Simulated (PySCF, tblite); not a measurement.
# C4H8PSi radical: geometry, infrared bands and EPR parameters

What infrared bands and EPR parameters should C4H8PSi radical (`CCC#C[SiH]P`) show?

Programs: tblite 0.8.0 and PySCF 2.14.0, with density-fitted response routines of our own. Each step states its level of theory. These are calculated values for one molecule in the gas phase, unless marked as measured. Atoms are numbered from 0 throughout.

### Step 1. The molecule as given

14 atoms, charge 0, multiplicity 2; geometry from: force field or distance geometry start.

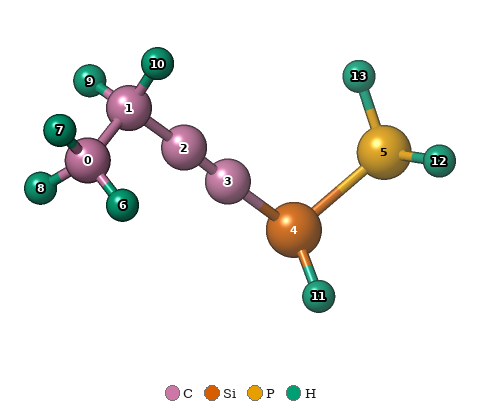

As it starts; carbon pink, silicon orange, phosphorus amber, hydrogen teal, atoms numbered.

### Step 2. Optimising the geometry with GFN2-xTB

What the job is given:

```
{"job": {"kind": "relax", "xc": "GFN2-xTB", "basis": "xTB"}, "charge": 0, "multiplicity": 2}
C     -2.656400     0.064900     0.371500
C     -1.461400     0.684600     1.002900
C     -0.305100     0.606700     0.102500
C      0.638800     0.580100    -0.679100
Si     2.055900     0.539800    -1.801700
P      3.858500     0.488800    -0.551500
H     -2.400700    -0.801100    -0.240100
H     -3.430900    -0.192000     1.147700
H     -3.201100     0.768000    -0.319100
H     -1.662200     1.769100     1.197600
H     -1.196100     0.194600     1.984500
H      1.945800    -0.620000    -2.681000
H      4.194600    -0.901500    -0.302400
H      3.619500     1.097500     0.746200
```

The run is started by

```console
OMP_NUM_THREADS=1 python probes_run.py task.json out
```

This one command runs all jobs of the session in turn.

The program printed:

```text
step      E/eV     max force
  0    -455.58411    2.433
  1    -455.75319    4.198
  2    -455.86914    2.388
  3    -456.01441    1.096
  4    -456.18587    0.917
  5    -456.23502    0.666
  6    -456.26040    0.299
  7    -456.27152    0.301
  8    -456.27987    0.251
  9    -456.28445    0.201
 10    -456.29148    0.208
 11    -456.29815    0.297
 12    -456.30371    0.227
 13    -456.30651    0.129
 14    -456.30824    0.096
 15    -456.30945    0.087
 16    -456.31045    0.086
 17    -456.31158    0.091
 18    -456.31306    0.128
 19    -456.31497    0.137
 20    -456.31706    0.111
 21    -456.31894    0.111
 22    -456.32073    0.121
 23    -456.32301    0.133
 24    -456.32578    0.169
 25    -456.32834    0.145
 26    -456.33058    0.119
 27    -456.33294    0.131
 28    -456.33627    0.200
 29    -456.34118    0.223
 30    -456.34635    0.217
 31    -456.34994    0.147
 32    -456.35238    0.123
 33    -456.35361    0.251
 34    -456.35646    0.175
 35    -456.35851    0.126
 36    -456.36142    0.087
 37    -456.36222    0.096
 38    -456.36576    0.146
 39    -456.36871    0.133
 40    -456.37118    0.144
 41    -456.37257    0.089
 42    -456.37332    0.115
 43    -456.37409    0.074
 44    -456.37456    0.082
 45    -456.37544    0.077
 46    -456.37585    0.054
 47    -456.37611    0.038
 48    -456.37630    0.045
 49    -456.37661    0.058
 50    -456.37709    0.085
 51    -456.37781    0.095
 52    -456.37856    0.069
 53    -456.37927    0.069
 54    -456.38005    0.075
 55    -456.38106    0.104
 56    -456.38222    0.095
 57    -456.38328    0.085
 58    -456.38421    0.083
 59    -456.38512    0.088
 60    -456.38596    0.159
 61    -456.38667    0.083
 62    -456.38747    0.074
 63    -456.38830    0.069
 64    -456.38881    0.077
 65    -456.38987    0.074
 66    -456.39071    0.078
 67    -456.39098    0.102
 68    -456.39164    0.068
 69    -456.39198    0.063
 70    -456.39312    0.058
 71    -456.39371    0.071
 72    -456.39459    0.070
 73    -456.39531    0.069
 74    -456.39610    0.065
 75    -456.39631    0.112
 76    -456.39701    0.058
 77    -456.39742    0.051
 78    -456.39851    0.052
 79    -456.39912    0.084
 80    -456.39978    0.061
 81    -456.40027    0.057
 82    -456.40057    0.075
 83    -456.40093    0.046
 84    -456.40118    0.046
 85    -456.40148    0.042
 86    -456.40161    0.042
 87    -456.40196    0.041
 88    -456.40241    0.041
 89    -456.40297    0.048
 90    -456.40332    0.044
 91    -456.40327    0.094
 92    -456.40370    0.035
 93    -456.40386    0.031
 94    -456.40412    0.043
 95    -456.40424    0.033
 96    -456.40433    0.024
 97    -456.40443    0.026
 98    -456.40458    0.031
 99    -456.40482    0.034
100    -456.40518    0.049
101    -456.40565    0.063
102    -456.40591    0.115
103    -456.40660    0.049
104    -456.40688    0.037
105    -456.40705    0.035
106    -456.40727    0.070
107    -456.40752    0.084
108    -456.40784    0.044
109    -456.40804    0.074
110    -456.40818    0.025
111    -456.40832    0.022
112    -456.40840    0.102
113    -456.40873    0.024
114    -456.40884    0.020
115    -456.40899    0.054
116    -456.40909    0.033
117    -456.40919    0.021
118    -456.40934    0.018
119    -456.40950    0.020
120    -456.40973    0.053
121    -456.40994    0.050
122    -456.41034    0.044
123    -456.41067    0.041
124    -456.40949    0.223
125    -456.41132    0.055
126    -456.41173    0.043
127    -456.40678    0.438
128    -456.41231    0.051
129    -456.41269    0.039
130    -456.40812    0.454
131    -456.41321    0.036
132    -456.41361    0.025
133    -456.40815    0.498
134    -456.41414    0.026
135    -456.41453    0.031
136    -456.40890    0.521
137    -456.41515    0.037
138    -456.41559    0.039
139    -456.41034    0.520
140    -456.41643    0.043
141    -456.41697    0.054
142    -456.41513    0.403
143    -456.41821    0.059
144    -456.41879    0.069
145    -456.41941    0.209
146    -456.42025    0.075
147    -456.42059    0.043
148    -456.42096    0.045
149    -456.42102    0.023
150    -456.42106    0.013
151    -456.42111    0.022
152    -456.42114    0.024
153    -456.42117    0.021
154    -456.42119    0.016
155    -456.42123    0.019
156    -456.42127    0.021
157    -456.42134    0.022
158    -456.42143    0.022
159    -456.42156    0.026
160    -456.42173    0.047
161    -456.42170    0.096
162    -456.42198    0.029
163    -456.42204    0.019
164    -456.42211    0.023
165    -456.42213    0.022
166    -456.42220    0.014
167    -456.42223    0.013
168    -456.42226    0.011
169    -456.42228    0.013
170    -456.42230    0.008
```

It took 1.2 s on 1 thread of Arm Neoverse V1, shared host.

The steps of the relaxation: (not every step is listed)

| step | energy from step 0 (eV) | largest force (eV/Å) |
| --- | --- | --- |
| 0 | 0.0000 | 2.4329 |
| 1 | -0.1691 | 4.1980 |
| 2 | -0.2850 | 2.3881 |
| 3 | -0.4303 | 1.0958 |
| 4 | -0.6018 | 0.9171 |
| 5 | -0.6509 | 0.6661 |
| 6 | -0.6763 | 0.2989 |
| 7 | -0.6874 | 0.3011 |
| 8 | -0.6958 | 0.2511 |
| 23 | -0.7389 | 0.1327 |
| 38 | -0.7817 | 0.1463 |
| 53 | -0.7952 | 0.0695 |
| 68 | -0.8075 | 0.0676 |
| 83 | -0.8168 | 0.0456 |
| 98 | -0.8205 | 0.0309 |
| 113 | -0.8246 | 0.0241 |
| 128 | -0.8282 | 0.0505 |
| 143 | -0.8341 | 0.0594 |
| 158 | -0.8373 | 0.0221 |
| 165 | -0.8380 | 0.0221 |
| 166 | -0.8381 | 0.0140 |
| 167 | -0.8381 | 0.0130 |
| 168 | -0.8381 | 0.0110 |
| 169 | -0.8382 | 0.0126 |
| 170 | -0.8382 | 0.0075 |

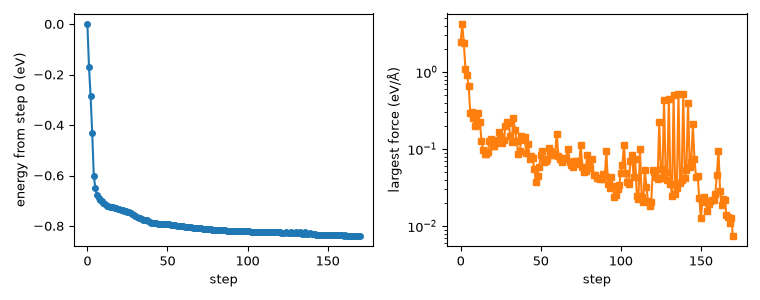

Energy and force, step by step.

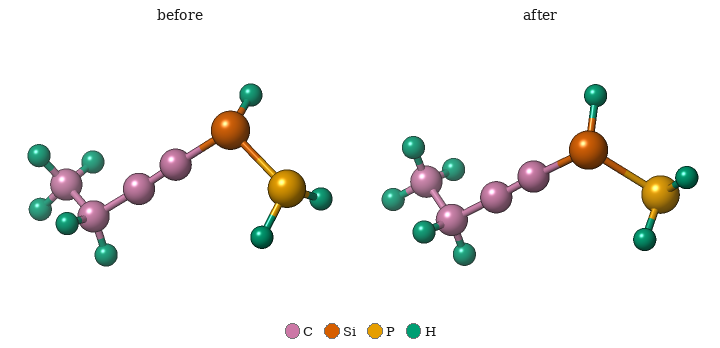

The geometry before (left) and after (right).

Distances of close pairs at the start and the end, largest changes first:

| bond | before (Å) | after (Å) | change (Å) |
| --- | --- | --- | --- |
| P5–H13 | 1.453 | 1.385 | -0.068 |
| P5–H12 | 1.452 | 1.384 | -0.068 |
| C0–C1 | 1.487 | 1.530 | +0.043 |
| C0–H8 | 1.126 | 1.088 | -0.038 |
| C0–H7 | 1.126 | 1.088 | -0.038 |
| Si4–P5 | 2.194 | 2.233 | +0.038 |
| C1–H10 | 1.129 | 1.094 | -0.034 |
| C3–Si4 | 1.808 | 1.835 | +0.027 |

The final coordinates are the input of the step that follows.

### Step 3. Vibrational analysis with GFN2-xTB

What the job is given:

```
{"job": {"kind": "ir", "xc": "GFN2-xTB", "basis": "xTB"}, "charge": 0, "multiplicity": 2}
C     -2.765030    -0.034156     0.266236
C     -1.609147     0.557406     1.074883
C     -0.394985     0.623064     0.288382
C      0.593136     0.623360    -0.409287
Si     2.155815     0.813689    -1.352609
P      3.804441    -0.365901    -0.417021
H     -2.519408    -1.040301    -0.065525
H     -3.665152    -0.076278     0.875624
H     -2.964567     0.576596    -0.611308
H     -1.868500     1.567056     1.409323
H     -1.421944    -0.056302     1.961473
H      1.933879     0.354540    -2.733305
H      3.893086     0.405138     0.729238
H      4.827699     0.331639    -1.038270
```

The program printed:

```text
mode    cm-1     km/mol
  1      -8.6      0.28
  2      57.9      0.42
  3      70.5      7.81
  4     107.2      1.81
  5     159.0      4.12
  6     207.0      1.24
  7     229.7      7.37
  8     320.6      0.75
  9     433.4     42.39
 10     446.5      8.33
 11     476.9      9.61
 12     557.3     38.61
 13     608.6    153.28
 14     709.4     10.48
 15     727.5     77.93
 16     807.8      8.15
 17     966.4      0.76
 18    1067.6      0.63
 19    1077.3      4.26
 20    1117.1      0.47
 21    1141.4     13.50
 22    1224.4      0.23
 23    1311.4      4.39
 24    1408.0      1.20
 25    1446.6      1.28
 26    1493.7      3.59
 27    1501.8      2.75
 28    2165.8    281.84
 29    2267.6    130.42
 30    2287.0     88.10
 31    2375.6    151.57
 32    2934.9     26.26
 33    2951.6     31.25
 34    3034.5     54.61
 35    3040.4     35.54
 36    3045.0     21.03
```

Run time: 0.44 s. Hardware: 1 thread of Arm Neoverse V1, shared host.

Which atoms move in the most intense modes:

| cm⁻¹ | km/mol | atoms |
| --- | --- | --- |
| 433 | 42.4 | H11 79 % |
| 609 | 153.3 | Si4 38 %, H11 17 %, C1 13 %, H12 12 % |
| 728 | 77.9 | H12 69 %, H11 15 % |
| 2166 | 281.8 | H11 96 % |
| 2268 | 130.4 | C2 53 %, C3 45 % |
| 2287 | 88.1 | H13 56 %, H12 40 % |
| 2376 | 151.6 | H12 56 %, H13 41 % |
| 3034 | 54.6 | H7 91 % |

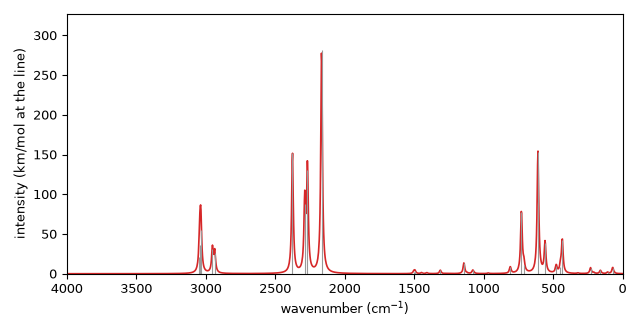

The infrared spectrum from these modes, unscaled. Lines are broadened to a width of 14 cm⁻¹ (Lorentzian).

### Step 4. g tensor and hyperfine couplings: B3LYP/pcH-1

The job, as its differences from that of step 3:

```diff
@@ -1,2 +1,2 @@
-{"job": {"kind": "ir", "xc": "GFN2-xTB", "basis": "xTB"}, "charge": 0, "multiplicity": 2}
+{"job": {"kind": "epr", "basis": "pcH-1"}, "charge": 0, "multiplicity": 2}
 C     -2.765030    -0.034156     0.266236
```

With the program's defaults for keys left out, this is: UKS B3LYP, pcH-1 on C H P Si, non-relativistic, mean-field spin-orbit, GIAO.

The program printed:

```text
UKS, coarse grid
  cycle   1  E = -787.97303782  |g| = 3.55e-01
  cycle   2  E = -787.93122725  |g| = 4.23e-01
  cycle   3  E = -788.03409081  |g| = 5.21e-02
  cycle   4  E = -788.03555229  |g| = 2.44e-02
  cycle   5  E = -788.03587492  |g| = 6.64e-03
  cycle   6  E = -788.03589238  |g| = 5.00e-03
  cycle   7  E = -788.03590437  |g| = 1.42e-03
  cycle   8  E = -788.03590539  |g| = 4.54e-04
UKS, final grid
  cycle   1  E = -788.03592413  |g| = 5.56e-04
  cycle   2  E = -788.03592369  |g| = 1.12e-03
  cycle   3  E = -788.03592431  |g| = 1.89e-04
  cycle   4  E = -788.03592433  |g| = 5.51e-05
  cycle   5  E = -788.03592434  |g| = 4.01e-05
  cycle   6  E = -788.03592435  |g| = 6.98e-06
E = -788.03592435 Eh   <S^2> = 0.7545 (exact 0.7500)
g shifts (ppm)      1          2          3
  rmc          -145       -145       -145
  gc             35         55         76
  oz_so        -901        646       4412
  total       -1012        556       4342
hyperfine (MHz)  atom isotope    a_iso     a_fc   dipolar eigenvalues
    0   13C       3.80       3.80     -0.43     -0.33      0.75
    1   13C      -5.18      -5.18     -0.42      0.07      0.35
    2   13C      14.26      14.31    -12.89    -11.28     24.17
    3   13C      12.75      12.72     -7.88     -1.10      8.98
    4  29Si    -490.73    -491.54   -149.27     73.46     75.82
    5   31P       8.75       9.24    -59.06    -51.88    110.94
    6    1H      -0.35      -0.35     -0.91     -0.59      1.49
    7    1H       0.22       0.22     -0.51     -0.45      0.96
    8    1H      -0.26      -0.26     -0.80     -0.55      1.35
    9    1H      22.83      22.83     -1.29     -0.75      2.04
   10    1H       6.16       6.16     -1.09     -0.99      2.09
   11    1H      54.19      54.17     -7.90      0.64      7.26
   12    1H      19.03      19.02     -3.78     -0.26      4.04
   13    1H      20.89      20.88     -3.84     -0.38      4.22
```

Run time: 71 s. Hardware: 1 thread of Arm Neoverse V1, shared host; peak memory 0.93 GiB.

Principal g values 2.00131, 2.00288, 2.00666; g(iso) = 2.00361, against 2.00232 for a free electron.

Hyperfine couplings; where a row names several nuclei, a(iso) is their mean (it holds for fast rotation or exchange) and the dipolar term the largest among them:

| nuclei | isotope | a(iso) (MHz) | a(iso) (G, at g = 2.0023) | largest dipolar term (MHz) |
| --- | --- | --- | --- | --- |
| Si4 | 29Si | -490.7 | -175.1 | -149.3 |
| H11 | 1H | 54.2 | 19.3 | -7.9 |
| H12, H13 | 1H | 20.0 | 7.1 | 4.2 |
| H9, H10 | 1H | 14.5 | 5.2 | 2.1 |
| C2 | 13C | 14.3 | 5.1 | 24.2 |
| C3 | 13C | 12.7 | 4.5 | 9.0 |
| P5 | 31P | 8.8 | 3.1 | 110.9 |
| C1 | 13C | -5.2 | -1.8 | -0.4 |
| C0 | 13C | 3.8 | 1.4 | 0.8 |
| H6, H7, H8 | 1H | -0.1 | 0.0 | 1.5 |

Mulliken spin populations:

C0 0.00; C1 -0.01; C2 0.16; C3 -0.09; Si4 0.80; P5 0.11; H6 0.00; H7 0.00; H8 0.00; H9 0.01; H10 0.00; H11 0.01; H12 0.00; H13 0.00

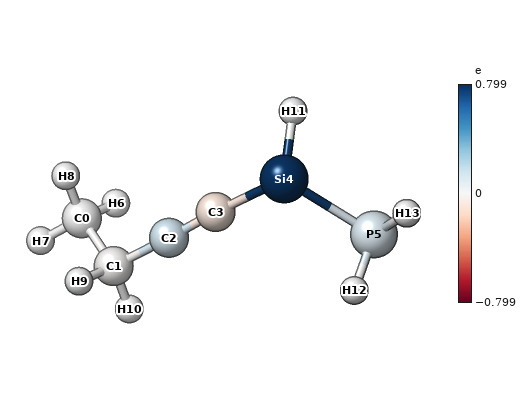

Mulliken spin populations, as colours on the atoms.

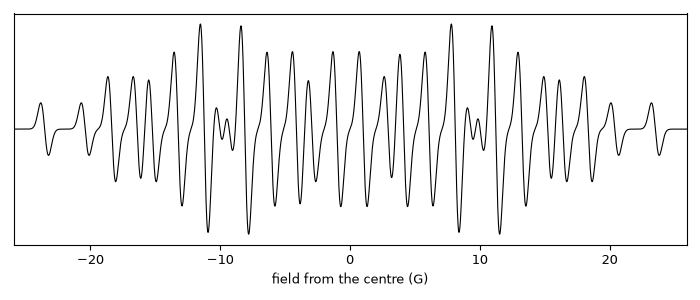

First-order isotropic spectrum (first derivative, main isotopes with spin only, couplings over 0.8 MHz, Gaussian width 0.3 G; couplings of the frozen geometry, rotation of groups not averaged beyond the rows shown).

Orbitals, density, ELF and potential are computed afterwards from the orbital file.

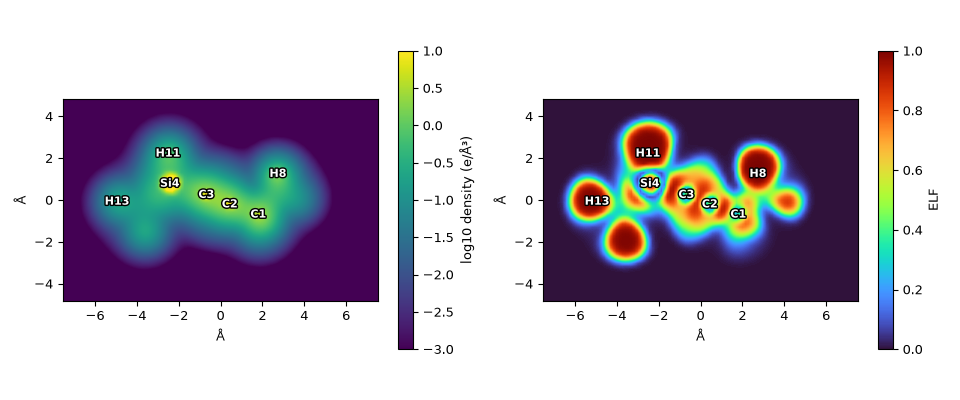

Density (left) and ELF (right) in a plane through or near 7 of the atoms.

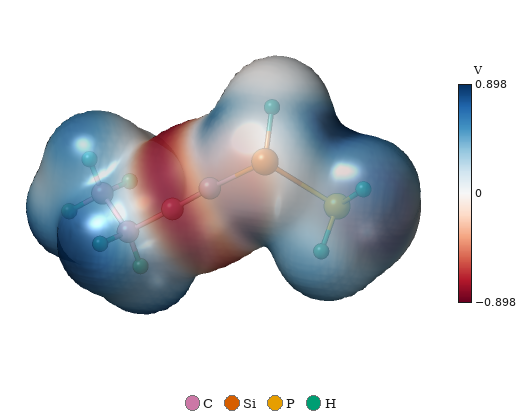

Electrostatic potential on the surface of density 0.002 e/bohr³; red is low, blue high. It runs from -0.84 V near P5 to 0.90 V near H13.

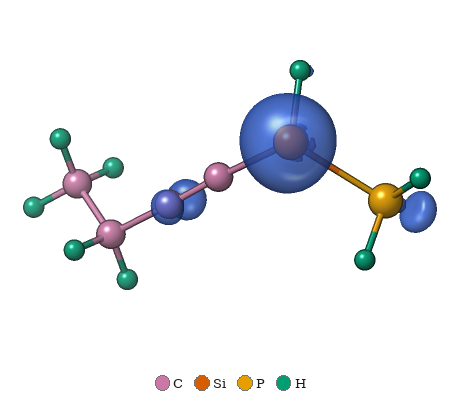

Spin density at ±0.06 e/Å³ (alpha excess blue, beta excess red).

### Step 5. What came out

| quantity | value |
| --- | --- |
| strongest single infrared mode (GFN2-xTB) | 2166 cm⁻¹, 282 km/mol |
| zero-point energy (GFN2-xTB) | 62.6 kcal/mol |
| g(iso) (B3LYP) | 2.00361 |
| ⟨S²⟩ | 0.754 (exact 0.75) |
| largest a(iso) (averaged by class) | 29Si on Si4, -490.7 MHz |
| potential on the surface of density 0.002 e/bohr³, 1st and 99th percentile | -0.84 V and 0.90 V |

What this shows: Over 170 steps the energy fell by 0.838 eV; of the close pairs, P5–H13 changed most, 1.453 to 1.385 Å. The lowest mode is slightly imaginary (9i cm⁻¹), a soft motion within the noise of the Hessian, so the minimum is not strictly shown. The strongest single mode, at 2166 cm⁻¹, moves mainly H11. Unscaled tight-binding wavenumbers are off by several per cent, some by more. Its intensities can rank the bands wrongly. Si4 carries the largest spin population, 0.80 e. The isotropic g lies 1.3 ppt above the free-electron value. These values are for one conformer; the search (at its own cheap level) found 2 more, at 0.05, 0.08 kcal/mol, and measured spectra average over such forms.
